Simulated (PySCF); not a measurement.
# C2H4N2SSi: electronic excitations

Wanted: the electronic excitations of C2H4N2SSi (`[SiH3]c1cnns1`), by calculation.

Programs: PySCF 2.14.0, with density-fitted response routines of our own. Each step states its level of theory. These are calculated values for one molecule in the gas phase, unless marked as measured. Atoms count from 0, in the outputs and in this text.

**1. The starting structure**

10 atoms, charge 0, multiplicity 1; geometry from: GFN2-xTB.

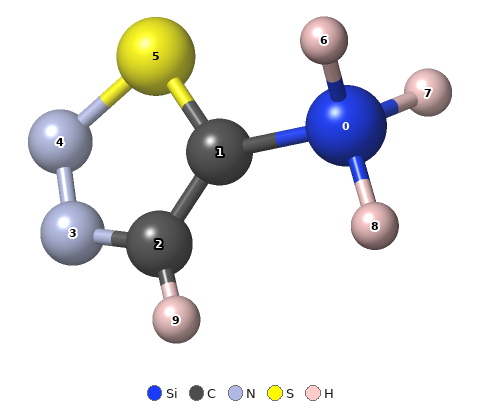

As it starts; silicon blue, carbon dark grey, nitrogen light blue, sulfur yellow, hydrogen pink, atoms numbered.

**2. Ultraviolet spectrum: PBE0/def2-SVPD**

Job settings and geometry (Å):

```
{"job": {"kind": "uv", "xc": "PBE0", "basis": "def2-SVPD", "nstates": 8, "ntriplets": 3}, "charge": 0, "multiplicity": 1}
Si    -1.702980    -0.084356     0.025904
C      0.170965    -0.155177     0.107226
C      1.121251     0.676902    -0.443285
N      2.381639     0.316055    -0.175672
N      2.495187    -0.716193     0.528856
S      1.031464    -1.376618     0.953627
H     -2.202551     0.036414     1.395325
H     -2.168842    -1.324974    -0.593842
H     -2.045429     1.085082    -0.780066
H      0.928178     1.547517    -1.040600
```

With the program's defaults for keys left out, this is: TDDFT PBE0/def2-SVPD, vertical, gas phase, core orbitals frozen in the response.

The run is started by

```
$ OMP_NUM_THREADS=1 python probes_run.py task.json out
```

This one command runs all jobs of the session in turn.

What will the session give for the following? lowest singlet (PBE0/def2-SVPD); brightest single state of those computed; lowest triplet; surface potential, least and greatest. Wanted: lowest singlet; brightest single state of those computed; lowest triplet; surface potential, least and greatest.

**Answer**, as computed:

| quantity | value |
| --- | --- |
| lowest singlet (PBE0/def2-SVPD) | 3.95 eV (314 nm), f = 0.001 |
| brightest single state of those computed | state 3, 5.87 eV, f = 0.137 |
| lowest triplet | 3.25 eV |
| surface potential, least and greatest | -1.53 V and 1.48 V |

**Reading.** The lowest singlet, at 3.95 eV, is HOMO→LUMO 0.99 and is weak; of the 8 states computed, the strongest absorption comes from state 3 at 5.87 eV. The lowest triplet lies 0.70 eV below the lowest singlet (triplets in Tamm-Dancoff, singlets in full TDDFT). At PBE0/def2-SVPD, counted by nearest atom on the grid, the HOMO lies on N3 41 %; N4 32 %, the LUMO on N4 25 %; S5 23 %.
